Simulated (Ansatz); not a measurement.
# SiGeF (quartet): correlated methods under varied settings

What do other methods and options give for SiGeF (quartet) at this geometry, and how long do they take?

The runs use Ansatz 0.2.0, Gaussian basis; the settings change from run to run.

31 further runs of the same task are left out: 12 for a known fault of the program, 8 that didn't finish, 11 set aside as unsound or not needed.

## (1) What is computed

The geometry is a PBE0/def2-TZVP stationary point (not a proven minimum). No spin-orbit coupling is included. The filled d shell of Ge may be among the frozen orbitals whatever the setting's name suggests; the logs give the count.

3 atoms, charge 0, spin multiplicity 4.

Atoms are counted from 1 here; the program's logs count them from 0.

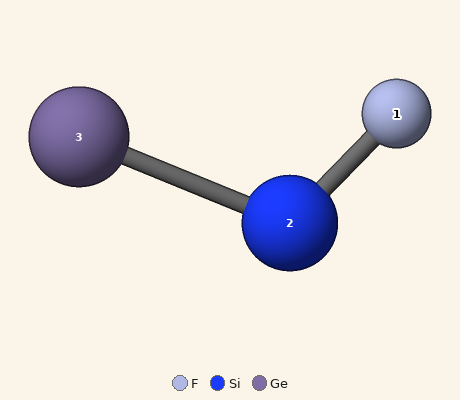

The geometry (fluorine light blue, silicon blue, germanium purple); atoms are numbered from 1 in the order of the file.

## (2) CCSD(T)/cc-pVDZ

in.yaml reads:

```yaml
crystal:
  periodic: [false, false, false]
  atoms:
    - {symbol: F, position_ang: [0.000000, -0.643638, 2.239660]}
    - {symbol: Si, position_ang: [0.000000, 0.614886, 1.236912]}
    - {symbol: Ge, position_ang: [0.000000, -0.069401, -1.064004]}
basis:
  gaussian: {orbitals: cc-pVDZ}
magnetization: {spin_polarized: false, initial_magnetization: 3}
hamiltonian: {xc: {name: PBE}}
correlation: {method: ccsd_t, electrons: outside_noble_gas}
scf: {lower_state_search: light}
output: {forces: true}
```

Started as:

```bash
$ ansatz run in.yaml --threads 1 --pin off --events-out ev --progress --plain --max-ram 2393MiB
```

What it wrote, shortened:

```text
Functional definition: PBE
  name "PBE"
  cite "Perdew, Burke & Ernzerhof, Phys. Rev. Lett. 77, 3865 (1996) doi:10.1103/PhysRevLett.77.3865"
  parent pbe
[...]
643 factors; integrals over basis functions are off by at most 7.1e-4 eV
[...]
mean field -67095.58530418 eV, -2465.7172809073 hartree, gradient 7.2e-6 eV, S^2 3.750000; 3 other end points of the search recorded, 0 dependent functions left out
[...]
20 core orbitals not correlated: weight in the atoms' cores, before any rotation towards them, 0.999 or more for the frozen orbitals, at most 0.000 for the correlated occupied ones
reference -67039.28596266 eV, -2463.6483182676 hartree; 9, 6 occupied and 30, 33 virtual orbitals, 643 factors
second order -9.23397475 eV of doubles, -0.57681934 eV of singles
cycle   1  -9.42558669 eV  change    3.6e-1 eV  update   1.2e-1
[...]
cycle  15  -9.90656221 eV  change   -1.5e-6 eV  update   1.4e-6
perturbative correction -0.34329923 eV, -0.0126160140 hartree
[...]
Total energy: -67049.53582410 eV, -2464.0249937281 hartree
Atom 0 at     0.000000    -0.643638     2.239660 Å, force    -0.000000    -1.555088     1.182248 eV/Å
Atom 1 at     0.000000     0.614886     1.236912 Å, force     0.000000     1.712188    -0.758447 eV/Å
Atom 2 at     0.000000    -0.069401    -1.064004 Å, force     0.000000    -0.157100    -0.423801 eV/Å
Dipole moment:    -0.000000     0.204169    -0.005748 e Å
```

Run time: 12 s. Hardware: 1 thread of Arm Neoverse V2, shared host.

From the report: correlation -10.2499 eV; T1 0.024; largest double amplitude 0.09. The orbitals are Kohn-Sham ones, so correlation energy and T1 don't compare with those on Hartree-Fock orbitals.

## (3) NEVPT2(5,5)/cc-pVDZ

in.yaml: that of step 2 with these lines changed.

```diff
@@ -9,5 +9,3 @@
 magnetization: {spin_polarized: false, initial_magnetization: 3}
-hamiltonian: {xc: {name: PBE}}
-correlation: {method: ccsd_t, electrons: outside_noble_gas}
-scf: {lower_state_search: light}
-output: {forces: true}
+correlation: {method: sc_nevpt2, electrons: outside_noble_gas, active_space: {window: {electrons: 5, orbitals: 5}, states: [{multiplicity: 4, weights: [1, 1]}], root: 1}}
+accuracy: high
```

Launched as before.

What it wrote, shortened:

```text
Functional definition: HF
  name "HF"
  cite "Fock, Z. Phys. 61, 126 (1930) doi:10.1007/BF01340294"
  parent pbe
[...]
1157 factors; integrals over basis functions are off by at most 4.4e-9 eV
[...]
mean field -67040.25989831 eV, -2463.6841097426 hartree, gradient 1.6e-8 eV, S^2 3.750000; 4 other end points of the search recorded, 0 dependent functions left out
reference -67040.25989831 eV, -2463.6841097426 hartree; 29, 26 occupied and 30, 33 virtual orbitals, 1157 factors
state -67040.67210142 eV, -2463.6992579276 hartree
state -67039.17877133 eV, -2463.6443790589 hartree
state -67040.67210142 eV, -2463.6992579276 hartree; corrected -67048.95586405 eV, -2464.0036805894 hartree
state -67039.17877133 eV, -2463.6443790589 hartree; corrected -67047.29624474 eV, -2463.9426907044 hartree
Total energy: -67047.29624474 eV, -2463.9426907044 hartree
```

Wall time 4.6 s (1 thread of Arm Neoverse V2, shared host).

From the report: 12 determinants; active occupations (of the averaged states) 1.88, 1.01, 1.00, 0.58, 0.52.

## (4) CCSD(T) on UHF/cc-pVDZ

in.yaml reads:

```yaml
crystal:
  periodic: [false, false, false]
  atoms:
    - {symbol: F, position_ang: [0.000000, -0.643638, 2.239660]}
    - {symbol: Si, position_ang: [0.000000, 0.614886, 1.236912]}
    - {symbol: Ge, position_ang: [0.000000, -0.069401, -1.064004]}
basis:
  gaussian: {orbitals: cc-pVDZ}
magnetization: {spin_polarized: true, initial_magnetization: 3}
correlation: {method: ccsd_t, electrons: outside_noble_gas}
scf: {lower_state_search: off}
output: {forces: true}
```

Same command.

What it wrote, shortened:

```text
Functional definition: HF
  name "HF"
  cite "Fock, Z. Phys. 61, 126 (1930) doi:10.1007/BF01340294"
  parent pbe
[...]
643 factors; integrals over basis functions are off by at most 7.1e-4 eV
[...]
mean field -67040.39750844 eV, -2463.6891668216 hartree, gradient 2.5e-6 eV, S^2 3.773237; 0 other end points of the search recorded, 0 dependent functions left out
20 core orbitals not correlated: weight in the atoms' cores, before any rotation towards them, 0.999 or more for the frozen orbitals, at most 0.000 for the correlated occupied ones
reference -67040.39750844 eV, -2463.6891668216 hartree; 9, 6 occupied and 30, 33 virtual orbitals, 643 factors
second order -8.47892541 eV of doubles, -0.00000000 eV of singles
cycle   1  -8.81463122 eV  change   -3.4e-1 eV  update   1.0e-1
[...]
cycle  17  -9.20820039 eV  change    3.9e-7 eV  update   3.3e-7
perturbative correction -0.26881089 eV, -0.0098786178 hartree
[...]
Total energy: -67049.87451971 eV, -2464.0374405621 hartree
Atom 0 at     0.000000    -0.643638     2.239660 Å, force    -0.000000    -1.525010     1.158616 eV/Å
Atom 1 at     0.000000     0.614886     1.236912 Å, force    -0.000000     1.676416    -0.753349 eV/Å
Atom 2 at     0.000000    -0.069401    -1.064004 Å, force    -0.000000    -0.151406    -0.405266 eV/Å
Dipole moment:     0.000000     0.205153    -0.009405 e Å
Checks for a lower state left out: starts, cluster_reference, orbital_swaps, neighbouring_geometries, increment
```

Run time: 6 s. Hardware: 1 thread of Arm Neoverse V2, shared host.

From the report: ⟨S²⟩ of the determinant 3.773 (pure quartet: 3.75); correlation -9.4770 eV; T1 0.021; largest double amplitude 0.10.

## (5) CCSD(T) on UHF/def2-mTZVP

in.yaml: that of step 4 with these lines changed.

```diff
@@ -7,6 +7,6 @@
 basis:
-  gaussian: {orbitals: cc-pVDZ}
+  gaussian: {orbitals: def2-mTZVP}
 magnetization: {spin_polarized: true, initial_magnetization: 3}
 correlation: {method: ccsd_t, electrons: outside_noble_gas}
-scf: {lower_state_search: off}
+scf: {omitted_lower_state_checks: [cluster_reference]}
 output: {forces: true}
```

Launched as before.

What it wrote, shortened:

```text
Functional definition: HF
  name "HF"
  cite "Fock, Z. Phys. 61, 126 (1930) doi:10.1007/BF01340294"
  parent pbe
[...]
667 factors; integrals over basis functions are off by at most 1.2e-3 eV
[...]
mean field -67042.43965010 eV, -2463.7642141435 hartree, gradient 6.2e-6 eV, S^2 3.772220; 4 other end points of the search recorded, 0 dependent functions left out
20 core orbitals not correlated: weight in the atoms' cores, before any rotation towards them, 0.999 or more for the frozen orbitals, at most 0.001 for the correlated occupied ones
reference -67042.43965010 eV, -2463.7642141435 hartree; 9, 6 occupied and 48, 51 virtual orbitals, 667 factors
second order -8.72548527 eV of doubles, -0.00000000 eV of singles
cycle   1  -8.92585442 eV  change   -2.0e-1 eV  update   1.0e-1
[...]
cycle  17  -9.32946971 eV  change    2.1e-7 eV  update   3.4e-7
perturbative correction -0.32756904 eV, -0.0120379400 hartree
[...]
Total energy: -67052.09668884 eV, -2464.1191037715 hartree
Atom 0 at     0.000000    -0.643638     2.239660 Å, force    -0.000000    -0.374332     0.190557 eV/Å
Atom 1 at     0.000000     0.614886     1.236912 Å, force     0.000000     0.495325     0.018204 eV/Å
Atom 2 at     0.000000    -0.069401    -1.064004 Å, force     0.000000    -0.120992    -0.208762 eV/Å
Dipole moment:    -0.000000     0.238289    -0.047248 e Å
Checks for a lower state left out: cluster_reference
```

It took 16 s on 1 thread of Arm Neoverse V2, shared host; peak memory 0.32 GiB.

From the report: ⟨S²⟩ of the determinant 3.772 (pure quartet: 3.75); correlation -9.6570 eV; T1 0.021; largest double amplitude 0.10.

## (6) BCCD(T)/cc-pVDZ

in.yaml reads:

```yaml
crystal:
  periodic: [false, false, false]
  atoms:
    - {symbol: F, position_ang: [0.000000, -0.643638, 2.239660]}
    - {symbol: Si, position_ang: [0.000000, 0.614886, 1.236912]}
    - {symbol: Ge, position_ang: [0.000000, -0.069401, -1.064004]}
basis:
  gaussian: {orbitals: cc-pVDZ}
magnetization: {spin_polarized: false, initial_magnetization: 3}
hamiltonian: {xc: {name: PBE0}}
correlation: {method: bccd_t, electrons: outside_noble_gas, diis_vectors: 12}
accuracy: high
output: {forces: true}
```

The command is unchanged.

What it wrote, shortened:

```text
Functional definition: PBE0
  name "PBE0"
  cite "Adamo & Barone, J. Chem. Phys. 110, 6158 (1999) doi:10.1063/1.478522"
  cite "Perdew, Burke & Ernzerhof, Phys. Rev. Lett. 77, 3865 (1996) doi:10.1103/PhysRevLett.77.3865"
  parent pbe
[...]
1157 factors; integrals over basis functions are off by at most 4.4e-9 eV
[...]
mean field -67097.55834849 eV, -2465.7897889483 hartree, gradient 6.1e-8 eV, S^2 3.750000; 0 other end points of the search recorded, 0 dependent functions left out
[...]
20 core orbitals not correlated: weight in the atoms' cores, before any rotation towards them, 0.999 or more for the frozen orbitals, at most 0.000 for the correlated occupied ones
reference -67039.75154713 eV, -2463.6654281814 hartree; 9, 6 occupied and 30, 33 virtual orbitals, 1157 factors
second order -9.03407456 eV of doubles, -0.34017461 eV of singles
cycle   1  -9.23691916 eV  change    1.2e-1 eV  update   1.1e-1
[...]
cycle  26  -9.63996808 eV  change  -3.2e-10 eV  update   1.6e-9
perturbative correction -0.30679711 eV, -0.0112745858 hartree
[...]
Total energy: -67049.69831232 eV, -2464.0309650600 hartree
Atom 0 at     0.000000    -0.643638     2.239660 Å, force     0.000000    -1.534202     1.168128 eV/Å
Atom 1 at     0.000000     0.614886     1.236912 Å, force    -0.000000     1.688310    -0.749753 eV/Å
Atom 2 at     0.000000    -0.069401    -1.064004 Å, force    -0.000000    -0.154108    -0.418375 eV/Å
Dipole moment:    -0.000000     0.204977    -0.008550 e Å
```

It took 33 s on 1 thread of Arm Neoverse V2, shared host; peak memory 0.39 GiB.

From the report: correlation -9.9468 eV; largest double amplitude 0.10.

## (7) The runs in one table

Where basis and cores are those of an earlier UCCSDT(Q)/cc-pVDZ run (-67049.9434 eV), and the state is the same kind, the miss against it is given.

```tsv
level	correlated	functions	energy (eV)	from UCCSDT(Q) (meV)	time
CCSD(T)/cc-pVDZ (on PBE orbitals)	outside noble gas	59	-67049.5358	407.5	12 s
NEVPT2(5,5)/cc-pVDZ (excited root 1 of an average)	outside noble gas	59	-67047.2962		4.6 s
CCSD(T) on UHF/cc-pVDZ	outside noble gas	59	-67049.8745	68.8	6 s
CCSD(T) on UHF/def2-mTZVP	outside noble gas	77	-67052.0967		16 s
BCCD(T)/cc-pVDZ (on PBE0 orbitals)	outside noble gas	59	-67049.6983	245.0	33 s
```

## (8) Outcome

| quantity | value |
| --- | --- |
| runs | 5 |
| quickest | NEVPT2(5,5)/cc-pVDZ (excited root 1 of an average), 4.6 s |
| slowest | BCCD(T)/cc-pVDZ (on PBE0 orbitals), 33 s |

In words: Total energies in different bases, with other cores or another treatment of relativity can't be set against each other. BCCD(T)/cc-pVDZ (on PBE0 orbitals) took 7 times as long as NEVPT2(5,5)/cc-pVDZ (excited root 1 of an average); the jobs differ in more than the method. Among the correlated runs with a miss given, it spans +69 to +408 meV. Cores frozen from Kohn-Sham orbitals shift the total energy.
